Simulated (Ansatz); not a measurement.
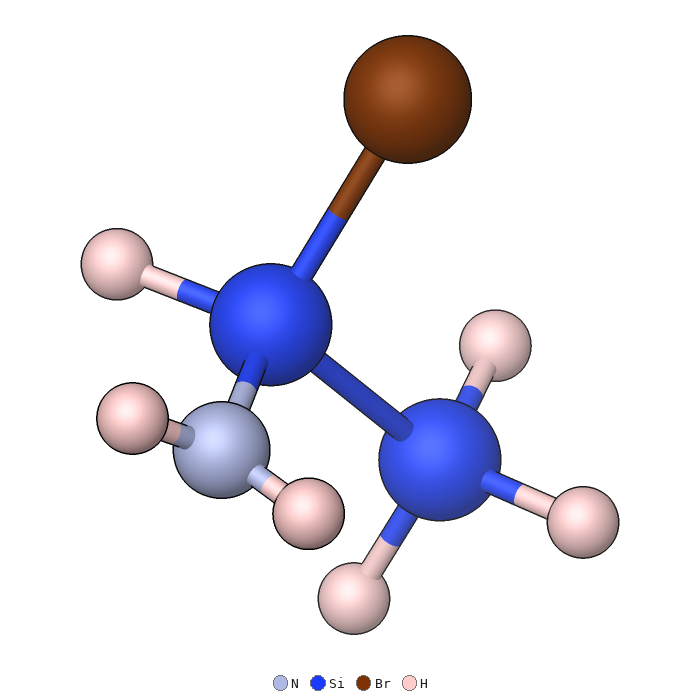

Rendered structure (ball-and-stick style). Every bond is drawn as one stick, whatever its order.

Computed geometry: PBE0-D4/def2-TZVP optimisation.

**Which formula does it have?**

BrH6NSi2, 10 atoms: 1 bromine, 6 hydrogen, 1 nitrogen and 2 silicon.

**Write the SMILES.**

N[Si@H]([SiH3])Br

**How many atoms are distinct by symmetry?**

10: 1 N, 1 Si, 1 Si, 1 Br, 1 H, 1 H, 1 H, 1 H, 1 H, 1 H.

More results for the same structure follow; atom numbers are the same in all pictures, views and colours differ.

**Shape**

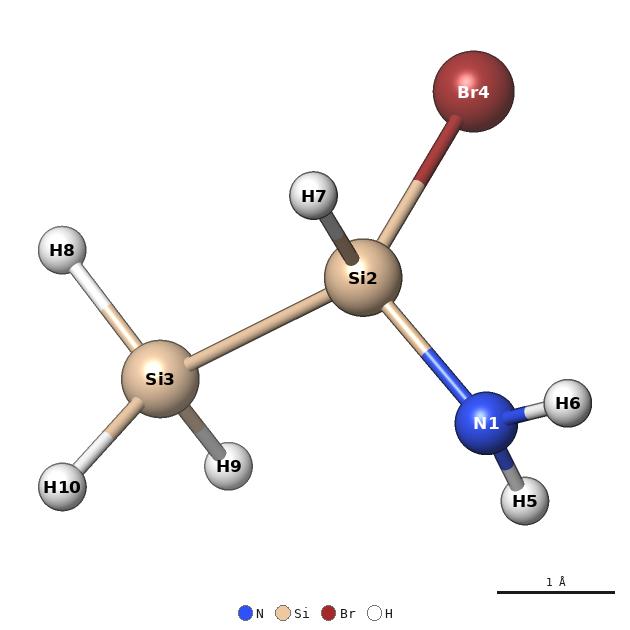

Numbered structure.

Give these bond angles: Si2–N1–H5, Si2–N1–H6, N1–Si2–Si3, N1–Si2–Br4, N1–Si2–H7, Si3–Si2–Br4, Si3–Si2–H7, Br4–Si2–H7, Si2–Si3–H8, Si2–Si3–H9, Si2–Si3–H10.

```tsv
angle	degrees
Si2–N1–H5	120.2
Si2–N1–H6	119.9
N1–Si2–Si3	110.0
N1–Si2–Br4	114.6
N1–Si2–H7	107.3
Si3–Si2–Br4	105.4
Si3–Si2–H7	114.9
Br4–Si2–H7	104.8
Si2–Si3–H8	109.8
Si2–Si3–H9	108.5
Si2–Si3–H10	110.9
```

**Dipole moment**

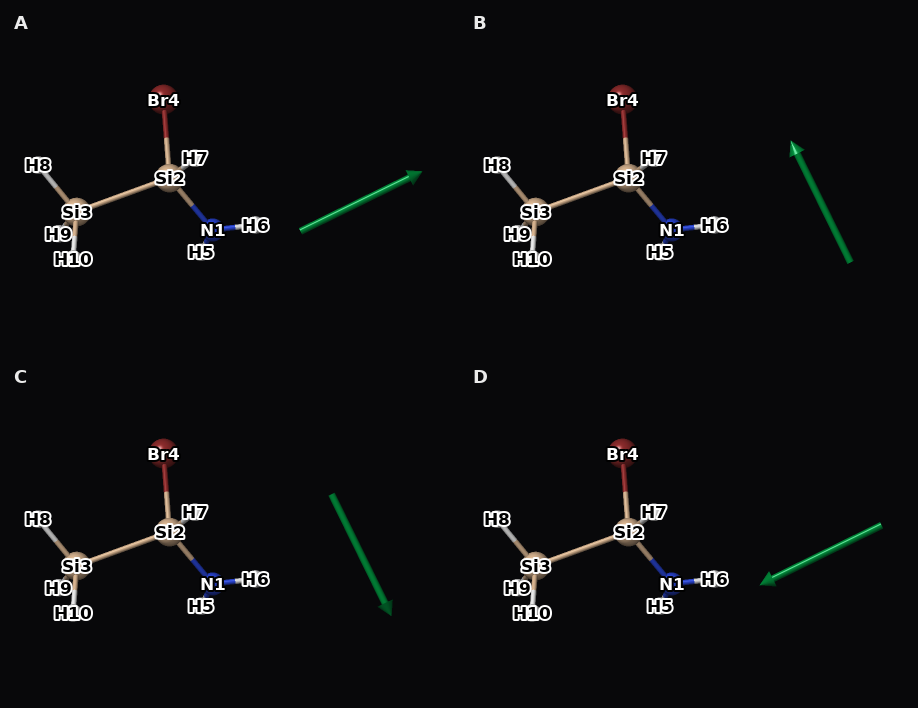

The same molecule four times, each with an arrow. Method: RKS ωB97M-V/def2-TZVPP (Ansatz 0.2.0).

**Which arrow points along the dipole moment, from the negative to the positive end?**

C. The dipole moment is 2.09 D; it points from the side of Br4, H8 to the side of H5, H6 (the outermost atoms at the two ends).

**Thermal motion**

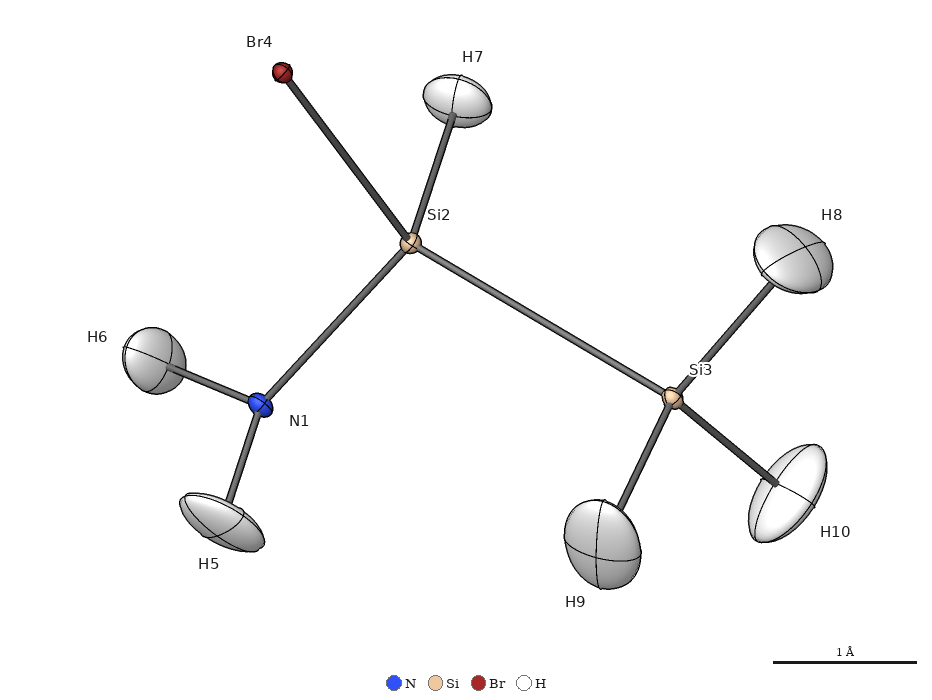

Displacement ellipsoids at the 50 % level, from the internal vibrations of the free molecule (harmonic, no overall translation or rotation; no half-axis is drawn under 0.075 Å). Vibrations computed with RKS PBE0-D4/def2-TZVP (Ansatz 0.2.0). Temperature: 0 K (zero-point motion alone).

**Which atom moves most?**

H9, with U_eq = 0.0408 Å².

**Does H9 move more along its bond or across it?**

Across it: the root-mean-square amplitude is 0.086 Å along the bond and up to 0.285 Å across, since bending and torsion are softer than stretching.

List U_eq and the three principal root-mean-square amplitudes for each kind of atom.

| atom | U_eq (Å²) | rms amplitudes (Å) |
| --- | --- | --- |
| N1 | 0.0027 | 0.030, 0.056, 0.064 |
| Si2 | 0.0014 | 0.033, 0.035, 0.042 |
| Si3 | 0.0014 | 0.015, 0.032, 0.054 |
| Br4 | 0.00030 | 0.007, 0.014, 0.026 |
| H5 | 0.0274 | 0.073, 0.155, 0.229 |
| H6 | 0.0265 | 0.087, 0.146, 0.225 |
| H7 | 0.0187 | 0.093, 0.148, 0.161 |
| H8 | 0.0375 | 0.091, 0.185, 0.265 |
| H9 | 0.0408 | 0.086, 0.184, 0.285 |
| H10 | 0.0359 | 0.098, 0.176, 0.259 |

**Charges**

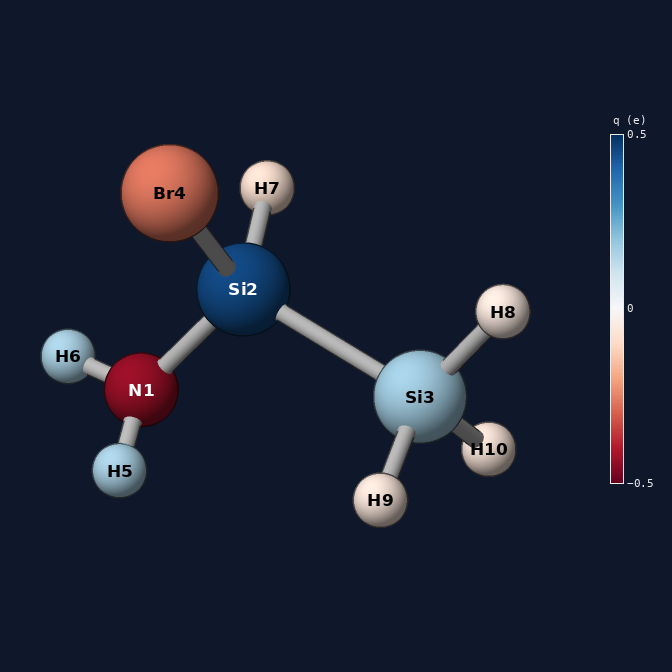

Atoms are coloured by their Mulliken charges. Properties computed with RKS r2SCAN-D4/def2-TZVPP (Ansatz 0.2.0).

List the Mulliken charges.

```csv
atom,value (e)
N1,−0.43
Si2,0.45
Si3,0.17
Br4,−0.26
H5,0.16
H6,0.16
H7,−0.07
H8,−0.05
H9,−0.06
H10,−0.06
```

Mulliken values depend strongly on the basis set and can even reverse the polarity of a bond.
